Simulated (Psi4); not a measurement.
SiNH4S: molecular dynamics (part 1 of 2)

System: SiNH4S, multiplicity 2.
Method: BLYP/def2-SVP, UKS, dispersion D4 (Psi4 1.11).

The geometry comes from this level: PBE0-D4/def2-TZVP.

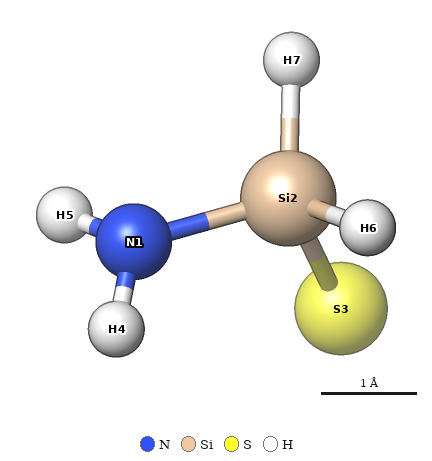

Figure 1. The structure as given in the input (ball-and-stick view, seen at a tilt; atoms are numbered from 1 in the order of the input).

### Input (run_ase.py)
```python
import numpy as np
from ase.calculators.psi4 import Psi4
from ase.io import read
from ase import units
from ase.md.velocitydistribution import MaxwellBoltzmannDistribution, Stationary
from ase.md.verlet import VelocityVerlet

atoms = read('h4nssi.xyz')
calc = Psi4(atoms=atoms, method='blyp-d4', basis='def2-SVP', memory='1600MB', num_threads=1, charge=0, multiplicity=2, label='calc', reference='uks')
atoms.calc = calc

MaxwellBoltzmannDistribution(atoms, temperature_K=100.0, rng=np.random.default_rng(620))
Stationary(atoms)
dyn = VelocityVerlet(atoms, 0.25 * units.fs)
def show():
    ep, ek = atoms.get_potential_energy(), atoms.get_kinetic_energy()
    print(f'step {dyn.nsteps:3d}  Epot {ep:14.6f}  Ekin {ek:9.6f}  Etot {ep + ek:14.6f} eV  T {atoms.get_temperature():7.1f} K')
dyn.attach(show)
dyn.run(25)
```

### File h4nssi.xyz
```
7
H4NSSi
N     -0.745300     0.024700    -0.769600
Si     0.651700    -0.008000     0.239500
S     -0.104200    -0.184300     2.215000
H     -1.342400     0.837600    -0.753400
H     -1.289700    -0.817300    -0.880200
H      1.406500     1.253500     0.044800
H      1.484600    -1.174200    -0.141800
```

Run as:
```bash
python run_ase.py
```

### The program's output
```
gradient() will perform analytic gradient computation.

   => Loading Basis Set <=

    Name: DEF2-SVP
    Role: ORBITAL
    Keyword: BASIS

   => BLYP-D4(BJ,EEQ)ATM: Empirical Dispersion <=

        a1 =       0.444889
        a2 =       4.093301
       alp =      16.000000
        s6 =       1.000000
        s8 =       2.340767
        s9 =       1.000000
        ga =       3.000000
        gc =       2.000000
        wf =       6.000000

         ---------------------------------------------------------
                                   SCF
                              UKS Reference
                        1 Threads,   1525 MiB Core
         ---------------------------------------------------------

  ==> Geometry <==

    Molecular point group: c1
    Full point group: C1

    Geometry (in Angstrom), charge = 0, multiplicity = 2:

       Center              X                  Y                   Z               Mass
    ------------   -----------------  -----------------  -----------------  -----------------
         N           -0.801281247008     0.107680458582    -1.615304454250    14.003074004430
         SI           0.586496106269     0.063524417789    -0.601356297016    27.976926534650
         S           -0.167543920292    -0.119028532257     1.393653585265    31.972071174400
         H           -1.408891243964     0.964644816491    -1.544511764634     1.007825032230
         H           -1.396414935836    -0.760597923179    -1.711100786058     1.007825032230
         H            1.422755551726     1.343787265091    -0.767737815927     1.007825032230
         H            1.550008531260    -1.031362262528    -1.051600841857     1.007825032230

  Running in c1 symmetry.

  Rotational constants: A =      0.52215  B =      0.13930  C =      0.11667 [cm^-1]
  Rotational constants: A =  15653.57930  B =   4176.24755  C =   3497.57965 [MHz]
  Nuclear repulsion =  142.049231758473383

  Charge       = 0
  Multiplicity = 2
  Electrons    = 41
  Nalpha       = 21
  Nbeta        = 20

  ==> Algorithm <==

  SCF Algorithm Type is DF.
  DIIS enabled.
  MOM disabled.
  Fractional occupation disabled.
  Guess Type is SAD.
  Energy threshold   = 1.00e-08
  Density threshold  = 1.00e-08
  Integral threshold = 1.00e-12

  ==> Primary Basis <==

  Basis Set: DEF2-SVP
    Blend: DEF2-SVP
    Number of shells: 34
    Number of basis functions: 70
    Number of Cartesian functions: 73
    Spherical Harmonics?: true
    Max angular momentum: 2

  ==> DFT Potential <==

   => LibXC <=

    Version 7.1.2

   => Composite Functional: BLYP-D4BJEEQATM <=

    BLYP GGA Exchange-Correlation Functional

    Deriv               =              1
    GGA                 =           TRUE
    Meta                =          FALSE

    Exchange Hybrid     =          FALSE
    MP2 Hybrid          =          FALSE

   => Exchange Functionals <=

    1.0000     XC_GGA_X_B88

   => Correlation Functionals <=

    1.0000     XC_GGA_C_LYP

   => LibXC Density Thresholds  <==

    XC_GGA_C_LYP:  1.00E-14
    XC_GGA_X_B88:  1.00E-15

   => Molecular Quadrature <=

    Radial Scheme          =       TREUTLER
    Pruning Scheme         =           NONE
    Nuclear Scheme         =       TREUTLER

    Blocking Scheme        =         OCTREE
    BS radius alpha        =              1
    Pruning alpha          =              1
    Radial Points          =             75
    Spherical Points       =            302
    Total Points           =         150978
    Total Blocks           =           1193
    Max Points             =            256
    Max Functions          =             69
    Weights Tolerance      =       1.00E-15

   => Loading Basis Set <=

    Name: (DEF2-SVP AUX)
    Role: JKFIT
    Keyword: DF_BASIS_SCF

  ==> Integral Setup <==

  DFHelper Memory: AOs need 0.017 GiB; user supplied 0.863 GiB.
  SCF_SUBTYPE=INCORE selected. In-core MEM_DF algorithm will be used.
  Using in-core AOs.

  ==> MemDFJK: Density-Fitted J/K Matrices <==

    J tasked:                   Yes
    K tasked:                    No
    wK tasked:                   No
    Memory [MiB]:               884
    Algorithm:                 Core
    Schwarz Cutoff:           1E-12
    Mask sparsity (%):       0.8980
    Fitting Condition:        1E-10

   => Auxiliary Basis Set <=

  Basis Set: (DEF2-SVP AUX)
    Blend: DEF2-UNIVERSAL-JKFIT
    Number of shells: 125
    Number of basis functions: 405
    Number of Cartesian functions: 483
    Spherical Harmonics?: true
    Max angular momentum: 4

  Cached 100.0% of DFT collocation blocks in 0.254 [GiB].

  Minimum eigenvalue in the overlap matrix is 1.1320909740E-02.
  Reciprocal condition number of the overlap matrix is 2.4340584819E-03.
    Using symmetric orthogonalization.

  ==> Pre-Iterations <==

  SCF Guess: Superposition of Atomic Densities via on-the-fly atomic UHF (no occupation information).

   -------------------------
    Irrep   Nso     Nmo
   -------------------------
     A         70      70
   -------------------------
    Total      70      70
   -------------------------

  ==> Iterations <==

                           Total Energy        Delta E     RMS |[F,P]|

   @DF-UKS iter SAD:  -744.14755495504789   -7.44148e+02   0.00000e+00
   @DF-UKS iter   1:  -744.20416058541423   -5.66056e-02   1.24381e-02 DIIS/ADIIS
   @DF-UKS iter   2:  -742.37595818087254    1.82820e+00   2.47826e-02 DIIS/ADIIS
   @DF-UKS iter   3:  -744.47357679636104   -2.09762e+00   4.52260e-03 DIIS/ADIIS
   @DF-UKS iter   4:  -744.41598516743113    5.75916e-02   6.00636e-03 DIIS/ADIIS
   @DF-UKS iter   5:  -744.55223956911288   -1.36254e-01   1.32976e-03 DIIS/ADIIS
   @DF-UKS iter   6:  -744.55644249534498   -4.20293e-03   1.19030e-03 DIIS/ADIIS
   @DF-UKS iter   7:  -744.56057487298347   -4.13238e-03   5.40427e-04 DIIS/ADIIS
   @DF-UKS iter   8:  -744.56142369268878   -8.48820e-04   3.65483e-04 DIIS/ADIIS
   @DF-UKS iter   9:  -744.56190527998149   -4.81587e-04   1.52190e-04 DIIS/ADIIS
   @DF-UKS iter  10:  -744.56196791157515   -6.26316e-05   1.14303e-04 DIIS/ADIIS
   @DF-UKS iter  11:  -744.56204154090244   -7.36293e-05   4.59452e-05 DIIS
   @DF-UKS iter  12:  -744.56205463030790   -1.30894e-05   1.09417e-05 DIIS
   @DF-UKS iter  13:  -744.56205532723027   -6.96922e-07   3.97915e-06 DIIS
   @DF-UKS iter  14:  -744.56205539449627   -6.72660e-08   6.68462e-07 DIIS
   @DF-UKS iter  15:  -744.56205539618747   -1.69121e-09   1.53059e-07 DIIS
   @DF-UKS iter  16:  -744.56205539628399   -9.65201e-11   3.76102e-08 DIIS
   @DF-UKS iter  17:  -744.56205539629138   -7.38964e-12   6.36118e-09 DIIS
  Energy and wave function converged.

  ==> Post-Iterations <==

   Electrons on quadrature grid:
      Nalpha   =   20.9999969732 ; deviation = -3.027e-06
      Nbeta    =   19.9999969642 ; deviation = -3.036e-06
      Ntotal   =   40.9999939374 ; deviation = -6.063e-06

   @Spin Contamination Metric:   2.341980014E-03
   @S^2 Expected:                7.500000000E-01
   @S^2 Observed:                7.523419800E-01
   @S   Expected:                5.000000000E-01
   @S   Observed:                5.000000000E-01

    Orbital Energies [Eh]
    ---------------------

    Alpha Occupied:

       1A    -88.080387     2A    -65.497375     3A    -14.042364
       4A     -7.657173     5A     -5.697545     6A     -5.688461
       7A     -5.681930     8A     -5.083258     9A     -3.506786
      10A     -3.505042    11A     -3.504649    12A     -0.779100
      13A     -0.619236    14A     -0.469996    15A     -0.453783
      16A     -0.359463    17A     -0.308417    18A     -0.293779
      19A     -0.248431    20A     -0.227262    21A     -0.202485

    Alpha Virtual:

      22A     -0.004542    23A      0.024321    24A      0.042466
      25A      0.069507    26A      0.076855    27A      0.082626
      28A      0.203332    29A      0.282703    30A      0.296141
      31A      0.342777    32A      0.356459    33A      0.404595
      34A      0.434790    35A      0.479418    36A      0.487498
      37A      0.511212    38A      0.565595    39A      0.589729
      40A      0.611381    41A      0.616828    42A      0.630162
      43A      0.658876    44A      0.710633    45A      0.749432
      46A      0.774782    47A      0.783771    48A      0.835303
      49A      0.842561    50A      0.873063    51A      0.878932
      52A      0.913873    53A      1.134302    54A      1.224682
      55A      1.438744    56A      1.454188    57A      1.500593
      58A      1.604649    59A      1.627141    60A      1.639807
      61A      1.782762    62A      1.941964    63A      1.956219
      64A      1.981174    65A      2.064762    66A      2.464431
      67A      2.501867    68A      2.591380    69A      2.916830
      70A      3.136428

    Beta Occupied:

       1A    -88.076602     2A    -65.497493     3A    -14.039028
       4A     -7.653556     5A     -5.687481     6A     -5.685884
       7A     -5.679625     8A     -5.083397     9A     -3.506984
      10A     -3.505239    11A     -3.504762    12A     -0.772112
      13A     -0.595976    14A     -0.465603    15A     -0.451653
      16A     -0.356376    17A     -0.296851    18A     -0.292630
      19A     -0.230498    20A     -0.192693

    Beta Virtual:

      21A     -0.183585    22A     -0.001093    23A      0.029485
      24A      0.042821    25A      0.070824    26A      0.077854
      27A      0.087102    28A      0.206001    29A      0.286678
      30A      0.296072    31A      0.343128    32A      0.363192
      33A      0.408004    34A      0.445071    35A      0.484437
      36A      0.487059    37A      0.513666    38A      0.573010
      39A      0.591779    40A      0.644451    41A      0.650758
      42A      0.669710    43A      0.674437    44A      0.718001
      45A      0.757663    46A      0.781243    47A      0.809565
      48A      0.838911    49A      0.853879    50A      0.875560
      51A      0.881037    52A      0.919416    53A      1.147320
      54A      1.226651    55A      1.438699    56A      1.455566
      57A      1.500224    58A      1.605251    59A      1.627001
      60A      1.639884    61A      1.783407    62A      1.942740
      63A      1.956962    64A      1.989109    65A      2.064555
      66A      2.475894    67A      2.512093    68A      2.597117
      69A      2.921974    70A      3.138828

    Final Occupation by Irrep:
              A
    DOCC [    20 ]
    SOCC [     1 ]
    NA   [    21 ]
    NB   [    20 ]

  @DF-UKS Final Energy:  -744.56205539629138

   => Energetics <=

    Nuclear Repulsion Energy =            142.0492317584733826
    One-Electron Energy =               -1310.5280262743806361
    Two-Electron Energy =                 478.8555680671202595
    DFT Exchange-Correlation Energy =     -54.9277162457458701
    Empirical Dispersion Energy =          -0.0111127017583964
    VV10 Nonlocal Energy =                  0.0000000000000000
    Total Energy =                       -744.5620553962913846

  UHF NO Occupations:
  HONO-2 :   19  A 1.9995954
  HONO-1 :   20  A 1.9994477
  HONO-0 :   21  A 1.0000000
  LUNO+0 :   22  A 0.0005523
  LUNO+1 :   23  A 0.0004046
  LUNO+2 :   24  A 0.0000959
  LUNO+3 :   25  A 0.0000760

Computation Completed

Properties will be evaluated at   0.000000,   0.000000,   0.000000 [a0]

Properties computed using the SCF density matrix

 Multipole Moments:

 ------------------------------------------------------------------------------------
     Multipole            Electronic (a.u.)      Nuclear  (a.u.)        Total (a.u.)
 ------------------------------------------------------------------------------------

 L = 1.  Multiply by 2.5417464519 to convert [e a0] to [Debye]
 Dipole X            :         -0.7617197            0.1676791           -0.5940406
 Dipole Y            :         -0.4576635            0.4821078            0.0244442
 Dipole Z            :          4.0055677           -4.7292535           -0.7236858
 Magnitude           :                                                    0.9365911

 ------------------------------------------------------------------------------------

	total time  =         14 seconds =       0.23 minutes

         ------------------------------------------------------------
                                   SCF GRAD
         ------------------------------------------------------------

  ==> Geometry <==

    Molecular point group: c1
    Full point group: C1

    Geometry (in Angstrom), charge = 0, multiplicity = 2:

       Center              X                  Y                   Z               Mass
    ------------   -----------------  -----------------  -----------------  -----------------
         N           -0.801281247008     0.107680458582    -1.615304454250    14.003074004430
         SI           0.586496106269     0.063524417789    -0.601356297016    27.976926534650
         S           -0.167543920292    -0.119028532257     1.393653585265    31.972071174400
         H           -1.408891243964     0.964644816491    -1.544511764634     1.007825032230
         H           -1.396414935836    -0.760597923179    -1.711100786058     1.007825032230
         H            1.422755551726     1.343787265091    -0.767737815927     1.007825032230
         H            1.550008531260    -1.031362262528    -1.051600841857     1.007825032230

  Nuclear repulsion =  142.049231758473383

  ==> Basis Set <==

  Basis Set: DEF2-SVP
    Blend: DEF2-SVP
    Number of shells: 34
    Number of basis functions: 70
    Number of Cartesian functions: 73
    Spherical Harmonics?: true
    Max angular momentum: 2

  ==> DFJKGrad: Density-Fitted SCF Gradients <==

    Gradient:                    1
    J tasked:                  Yes
    K tasked:                   No
    wK tasked:                  No
    Integrals threads:           1
    Memory [MiB]:             1144
    Schwarz Cutoff:          1E-12
    Fitting Condition:       1E-10

   => Auxiliary Basis Set <=

  Basis Set: (DEF2-SVP AUX)
    Blend: DEF2-UNIVERSAL-JKFIT
    Number of shells: 125
    Number of basis functions: 405
    Number of Cartesian functions: 483
    Spherical Harmonics?: true
    Max angular momentum: 4

  ==> DFT Potential <==

   => LibXC <=

    Version 7.1.2

   => Composite Functional: BLYP-D4BJEEQATM <=

    BLYP GGA Exchange-Correlation Functional

    Deriv               =              1
    GGA                 =           TRUE
    Meta                =          FALSE

    Exchange Hybrid     =          FALSE
    MP2 Hybrid          =          FALSE

   => Exchange Functionals <=

    1.0000     XC_GGA_X_B88

   => Correlation Functionals <=

    1.0000     XC_GGA_C_LYP

   => LibXC Density Thresholds  <==

    XC_GGA_C_LYP:  1.00E-14
    XC_GGA_X_B88:  1.00E-15

   => Molecular Quadrature <=

    Radial Scheme          =       TREUTLER
    Pruning Scheme         =           NONE
    Nuclear Scheme         =       TREUTLER

    Blocking Scheme        =         OCTREE
    BS radius alpha        =              1
    Pruning alpha          =              1
    Radial Points          =             75
    Spherical Points       =            302
    Total Points           =         150978
    Total Blocks           =           1193
    Max Points             =            256
    Max Functions          =             69
    Weights Tolerance      =       1.00E-15

  -Total Gradient:
     Atom            X                  Y                   Z
    ------   -----------------  -----------------  -----------------
       1        0.039297864117     0.000986100554     0.012718453016
       2       -0.039508016549    -0.005297224521    -0.012819819634
       3        0.001775422400     0.001685683106     0.001063820072
       4       -0.009064443928     0.017575367178     0.002272034321
       5       -0.011777848064    -0.019734065658    -0.002067437685
       6        0.009885054197     0.006209894834     0.000705928503
       7        0.009431417956    -0.001410384954    -0.002084652098

	total time  =          2 seconds =       0.03 minutes
```
